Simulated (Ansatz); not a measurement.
# Calculations on Al16Si

## 1. Relaxation

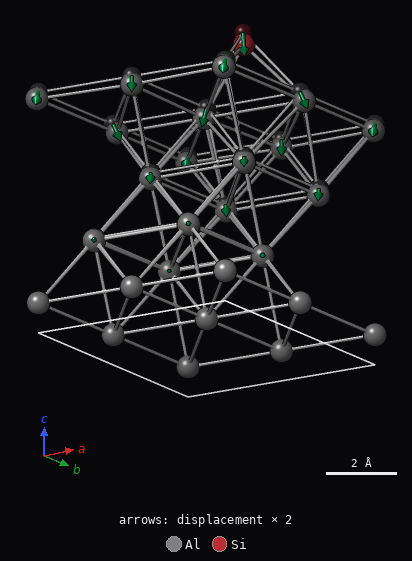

This is a constrained relaxation of a slab of composition Al₁₆Si. The starting structure is drawn faded, the final one solid; green arrows show the displacements, magnified 2 times.

Style: ball-and-stick. Shown: the cell of the calculation, outlined in the plane, without the vacuum, from a free direction.

It is Si on Al(111), set down by a guess. The run prepares an end point of a later path (adatom hop) calculation, from a guessed geometry. 4 atoms are held fixed.

Theory: DFT LDA, scalar-relativistic, plane waves, PAW (Ansatz 0.2.0).

The input:
```yaml
crystal:
  lattice:
    - [5.727565, 0.0, 0.0]
    - [2.863782, 4.960217, 0.0]
    - [0.0, 0.0, 19.014806]
  atoms:
    - { symbol: Al, position: [0.0, 0.0, 0.0525906] }
    - { symbol: Al, position: [0.5, 0.0, 0.0525906] }
    - { symbol: Al, position: [0.0, 0.5, 0.0525906] }
    - { symbol: Al, position: [0.5, 0.5, 0.0525906] }
    - { symbol: Al, position: [0.1666667, 0.1666667, 0.1755615] }
    - { symbol: Al, position: [0.6666667, 0.1666667, 0.1755615] }
    - { symbol: Al, position: [0.1666667, 0.6666667, 0.1755615] }
    - { symbol: Al, position: [0.6666667, 0.6666667, 0.1755615] }
    - { symbol: Al, position: [-0.1666667, 0.3333333, 0.2985325] }
    - { symbol: Al, position: [0.3333333, 0.3333333, 0.2985325] }
    - { symbol: Al, position: [-0.1666667, 0.8333333, 0.2985325] }
    - { symbol: Al, position: [0.3333333, 0.8333333, 0.2985325] }
    - { symbol: Al, position: [0.0, 0.0, 0.4215034] }
    - { symbol: Al, position: [0.5, 0.0, 0.4215034] }
    - { symbol: Al, position: [0.0, 0.5, 0.4215034] }
    - { symbol: Al, position: [0.5, 0.5, 0.4215034] }
    - { symbol: Si, position: [0.8393144, 0.3200325, 0.5140629] }
basis:
  ecutwfc: 420.0
kpoints:
  mp_grid: { grid: [4, 4, 1] }
hamiltonian:
  xc: lda
scf:
  occupations: { method: gaussian, width: 0.05 }
  lower_state_search: "off"
relax:
  f_tol: 0.03
  max_steps: 60
  adjacent_minimum: "off"
  constraints: [{ sites: [0, 1, 2, 3] }]
```

Run as
```bash
ansatz run input.yaml --threads 2 --pin off --max-ram 5120MiB --backend cpu --events-out ev --progress --plain --runs-dir out
```

**Describe the change and its energy.**

The energy falls by 0.335 eV per cell of the calculation in 3 geometry steps. The largest force component goes from 1.2 to 0.023 eV/Å. The atom that moves furthest is Si17 (0.38 Å along the normal (−c)). By element the largest moves are Si 0.38 Å, Al 0.32 Å. The cell stays as it was. Some distances before and after: Al13–Al15 2.864 → 3.075 Å, Al13–Al15 (another image) 2.864 → 2.652 Å, Al15–Al16 2.864 → 3.064 Å, Al15–Al16 (another image) 2.864 → 2.664 Å. Among the angles between lasting bonds that change: Al15–Si17–Al16 71.9° → 78.1°, Al13–Si17–Al15 73.1° → 78.6°. Cost: 14 s on 2 threads of Intel(R) Xeon(R) 6975P-C (Granite Rapids), on a shared host, peak memory 0.7 GiB.

Limits of the set-up: the periodic images lie only 5.7 Å apart, so the values are limited by the cell's size.

## 2. Relaxation

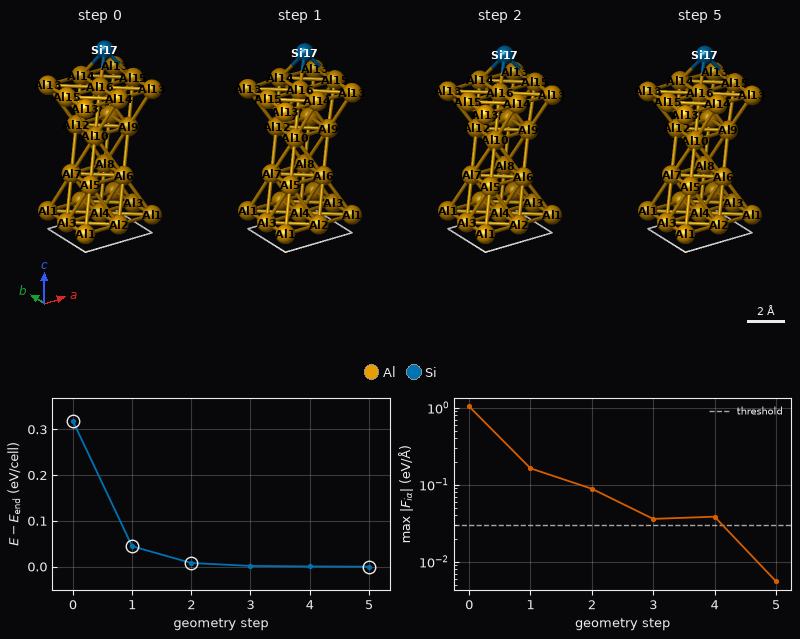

Frames of a constrained relaxation of a slab of composition Al16Si, marked on the history of the run. The picture is a ball-and-stick view of the cell of the calculation, outlined in the plane, without the vacuum, seen slightly off an axis.

It is Si on Al(111), set down by a guess. The run prepares an end point of a later path (adatom hop) calculation, from a guessed geometry. 4 atoms are held fixed.

Theory: DFT LDA, scalar-relativistic, plane waves, PAW (Ansatz). Settings: plane-wave cutoff 420 eV; k-point mesh 4 × 4 × 1; occupations gaussian; smearing width 0.05 eV; no spin polarisation; atoms relaxed in a fixed cell; force threshold 0.03 eV/Å; at most 60 steps.

Q: What happens along the run?

A: The atom that moves furthest is an Al atom (0.34 Å along the normal (−c)). Largest moves by element: Al 0.34 Å, Si 0.30 Å. The lattice vectors keep their values. Among the contacts that change: Al–Al 2.864 → 3.010 Å, Al–Al 2.864 → 2.724 Å, Al–Al 2.864 → 2.746 Å, Al–Al 2.864 → 2.781 Å. The energy falls by 0.318 eV per cell of the calculation in 5 geometry steps. The largest force component goes from 1 to 0.0056 eV/Å. From step 0 to 1: an Al atom moves most (0.19 Å), energy −0.274 eV per cell of the calculation. From step 1 to 2: Al atoms move most (0.14 Å), energy −36.6 meV per cell of the calculation. From step 2 to 5: Al atoms move most (0.04 Å), energy −8.0 meV per cell of the calculation.

Limits of the set-up: the periodic images lie only 5.7 Å apart, so the values are limited by the cell's size.

## 3. Path

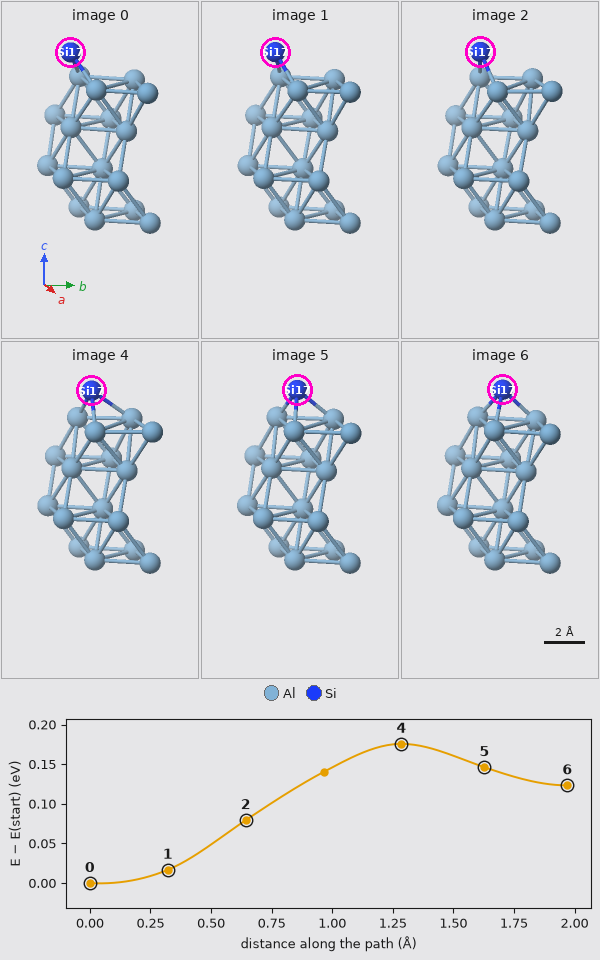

A search for the minimum-energy path of Si on Al(111) (17 atoms in the cell) by the nudged elastic band. Images are numbered from 0 (start) to 6 (end). A ball-and-stick model of the simulation cell, with the vacuum cut short (origin moved), seen slightly off an axis. The moving atom is ringed, with any periodic copies. Bonds to atoms that aren't drawn are left out.

Computed with DFT LDA, scalar-relativistic, plane waves, PAW (Ansatz 0.2.0). Settings: plane-wave cutoff 420 eV; k-point mesh 4 × 4 × 1; Gaussian smearing 0.05 eV; 4 atoms held fixed; 5 movable images; climbing image; force threshold 0.05 eV/Å; iteration limit 80; optimiser L-BFGS; starting path by image-dependent pair potential.

Q: Read off the barrier and say what moves.

A: The highest point, image 4, lies 0.176 eV above the start and 0.052 eV above the end; the end is at +0.123 eV relative to the start. The Si atom travels furthest, 1.68 Å from end to end, on a straight line. At the highest image its nearest neighbour (Al) is 2.38 Å away, against 2.42 Å at the start, and the surrounding atoms stand up to 0.20 Å off the mean of their end positions. The band converged in 11 iterations, with a climbing image at the top.

Limits of the set-up: the periodic images lie only 5.7 Å apart, so the values are limited by the cell's size.

The run took 5.4 min on 2 threads of Intel(R) Xeon(R) 6975P-C (Granite Rapids), with other jobs on the host, peak memory 1.5 GiB.
